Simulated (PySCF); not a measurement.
SMILES [CH2][Si](C)(C)C=C (C₅H₁₁Si), doublet, GFN2-xTB optimised geometry. Atoms within 1.6 Å of the plane z = 1.2 Å (x, y, z in Å): Si2 (-0.32, -1.43, 0.00), C3 (-0.99, -2.25, 1.58), C4 (1.59, -1.43, 0.00), C5 (-0.94, 0.37, 0.00), C6 (-0.21, 1.43, -0.29), H9 (-2.08, -2.26, 1.58), H10 (-0.67, -1.73, 2.48), H11 (-0.66, -3.28, 1.67), H12 (1.99, -2.44, 0.12), H14 (1.99, -0.83, 0.81), H15 (-1.99, 0.51, 0.24), H16 (-0.61, 2.44, -0.27).

Method: unrestricted CAM-B3LYP/def2-SVP (PySCF).

Map of the log10 of the electron density (e/bohr³), floored at −4 on the plane z = 1.2 Å:

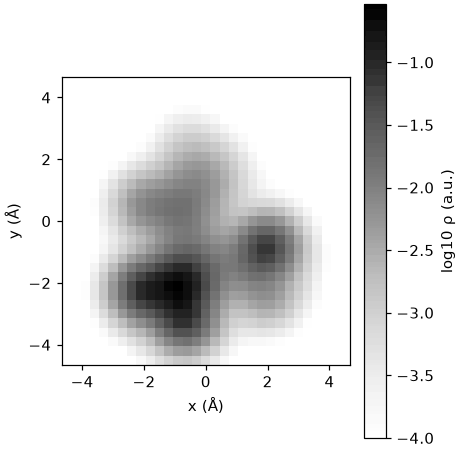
Log10 of the electron density (e/bohr³), floored at −4 on the plane z = 1.2 Å.
